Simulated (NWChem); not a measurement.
**One shape, several levels: SiCl2 (SMILES Cl[Si]Cl)**

We compute a comparison of 3 runs (HF/STO-3G, HF/3-21G, M06-2X/cc-pVTZ) of SiCl2. 

The results are computed with NWChem 7.3.0.

4 further runs of the same task are left out: 4 that didn't finish. Runs told in other sessions of the task aren't counted.

## Step 1: Starting point

The species is SiCl2 (3 atoms), meant as a singlet with charge 0. As SMILES, `Cl[Si]Cl`. The Si2–Cl3 distance was set to 4.570 Å, away from the relaxed value. At this shape a bond of the SMILES string is far longer than usual.

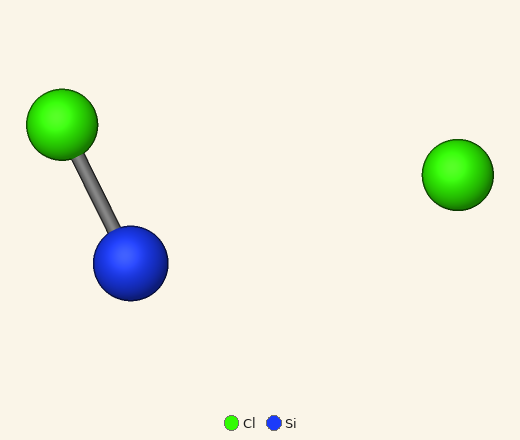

The structure, seen from a chosen angle (chlorine green, silicon blue).

## Step 2: The energy at HF/STO-3G (run 1)

File run.xyz:

```xyz
3
Cl2Si
Cl    -1.201881     3.503401    -0.269200
Si    -2.265781     1.889201    -1.029200
Cl     0.476300    -1.593400     0.084000
```

File run.nw:

```
echo
start run
title "Cl2Si"
memory total 2200 mb

geometry units angstrom noautosym nocenter noautoz
   load run.xyz
end

basis spherical bse
   * library STO-3G
end

scf
   thresh 1e-08
   maxiter 80
end

task scf energy
```

The run is started by

```
nwchem run.nw > run.out
```

Log:

```text
[...]
  functions       =    27
[...]
  wavefunction    = RHF
[...]
         Total SCF energy =  -1194.605200030885
      One-electron energy =  -1892.148201720478
      Two-electron energy =    580.917334476630
 Nuclear repulsion energy =    116.625667212964
        Time for solution =      0.8s
[...]
```

Wall time 1.5 s (1 thread of Intel Xeon 6975P-C (Granite Rapids), shared host); peak memory 0.097 GiB.

## Step 3: A single-point energy at HF/3-21G (run 2)

File a.nw:

```
start a
title "Cl2Si hf"
memory stack 880 mb heap 220 mb global 1100 mb

geometry noautosym nocenter noautoz
  Cl   -1.201881    3.503401   -0.269200
  Si   -2.265781    1.889201   -1.029200
  Cl    0.476300   -1.593400    0.084000
end

basis "ao basis" spherical bse
  * library 3-21G
end

scf
  thresh 1e-08
  maxiter 80
  print low
end

task scf energy
```

The run is started by

```
nwchem a.nw > a.out
```

Log:

```text
[...]
  functions       =    39
[...]
  wavefunction    = RHF
[...]
         Total SCF energy =  -1201.900925212174
      One-electron energy =  -1896.293896834145
      Two-electron energy =    577.767304409008
 Nuclear repulsion energy =    116.625667212964
        Time for solution =      1.1s
 Task  times  cpu:        1.1s     wall:        1.1s
[...]
```

Run time: 1.7 s. Hardware: 1 thread of Intel Xeon 6975P-C (Granite Rapids), shared host; peak memory 0.096 GiB.

## Step 4: A single-point energy at M06-2X/cc-pVTZ (run 3)

File geom.nw:

```
start geom
title "Cl2Si M06-2X"
memory stack 880 mb heap 220 mb global 1100 mb

geometry units angstroms noautosym nocenter noautoz
  Cl    -1.201881     3.503401    -0.269200
  Si    -2.265781     1.889201    -1.029200
  Cl     0.476300    -1.593400     0.084000
end

basis spherical bse
  Cl library cc-pVTZ
  Si library cc-pVTZ
end

dft
  xc m06-2x
  grid fine
  convergence energy 1e-08
  maxiter 100
  mulliken
  print low
end

task dft energy
```

The run is started by

```
nwchem geom.nw > geom.out
```

Log:

```text
[...]
 d= 0,ls=0.0,diis     1  -1209.6682147614 -1.33D+03  3.58D-02  7.46D-01     4.8
[...]
 d= 0,ls=0.5,diis    45  -1209.7991914491 -8.48D-09  1.33D-06  3.87D-09   144.1
         Total DFT energy =    -1209.799191455010
      One electron energy =    -1903.715402523688
           Coulomb energy =      654.492295061627
    Exchange-Corr. energy =      -77.201751205913
 Nuclear repulsion energy =      116.625667212964
[...]
      Total Density - Mulliken Population Analysis
     ---------------------------------------------
    Atom       Charge   Shell Charges
 -----------   ------   -------------------------------------------------------
    1 Cl  17    17.04   2.00  1.82  0.24  1.23  0.63  5.82  1.12  2.84  1.32  0.01  0.03  0.00
    2 Si  14    13.36   2.00  1.88  0.26  1.30  0.49  5.50  0.55  0.80  0.39  0.06  0.10  0.03
    3 Cl  17    17.60   2.00  1.83  0.24  1.16  0.77  5.82  1.14  2.66  1.98  0.00  0.00  0.00
[...]
```

It took 2.5 min on 1 thread of Intel Xeon 6975P-C (Granite Rapids), shared host; peak memory 0.12 GiB.

## Step 5: All runs side by side

| run | level | iteration cap | module | energy (Eh) | wall time |
| --- | --- | --- | --- | --- | --- |
| 1 | HF/STO-3G | 80 | scf | -1194.605200 | 1.5 s |
| 2 | HF/3-21G | 80 | scf | -1201.900925 | 1.7 s |
| 3 | M06-2X/cc-pVTZ | 100 | dft | -1209.799191 | 2.5 min |

## Step 6: What came out

| quantity | value |
| --- | --- |
| run 3: total energy | -1209.79919 Eh |

In run 1 the basis is minimal, so the values are rough. In all runs a closed-shell determinant meets a far-stretched bond; if it breaks into open shells, such a determinant describes it badly, and no broken-symmetry solution was shown. All runs together took 2.5 min, the longest 2.5 min.
